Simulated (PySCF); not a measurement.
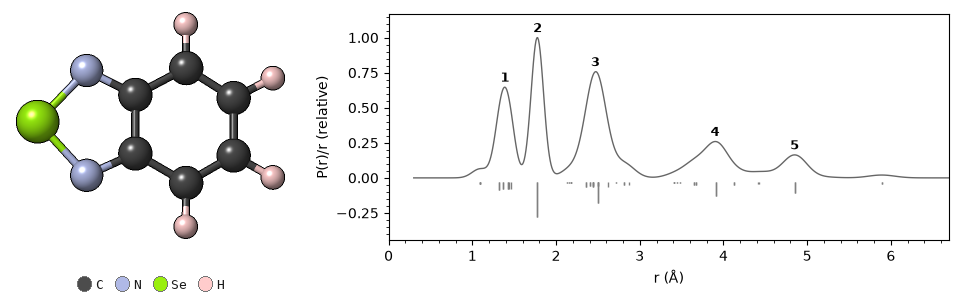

Simulated gas electron diffraction: radial distribution curve of C₆H₄N₂Se. Each pair of atoms contributes with weight ZᵢZⱼ/r (bars below the curve); damping constant 0.0015 Å²; vibrational amplitudes assumed, not computed: 0.05 Å for bonds, 0.078 Å for bonds to H, 0.06 + 0.015 r up to 0.15 Å for other pairs. The geometry is the end point of an optimisation (PBE0-D3(BJ)/def2-SVP geometry optimisation, gas phase (PySCF 2.14.0, density-fitted response routines)); it may be a saddle point or a higher isomer.

Q: Which pairs of atoms lie under the numbered peaks? Mark bonded pairs by – and others by ···.

A: Peak 1, 1.39 Å: N–C 1.32 Å (×2), C–C 1.37–1.46 Å (×6), not resolved
Peak 2, 1.78 Å: Se–N 1.78 Å (×2)
Peak 3, 2.47 Å: N···C 2.36–2.44 Å (×4), C···C 2.41–2.50 Å (×6), Se···C 2.50 Å (×2), not resolved; in its flanks C···C 2.81–2.87 Å
Peak 4, 3.90 Å: N···C 3.65–4.13 Å (×6), Se···C 3.91 Å (×2), not resolved
Peak 5, 4.85 Å: Se···C 4.85 Å (×2); in its flanks Se···H 4.42 Å
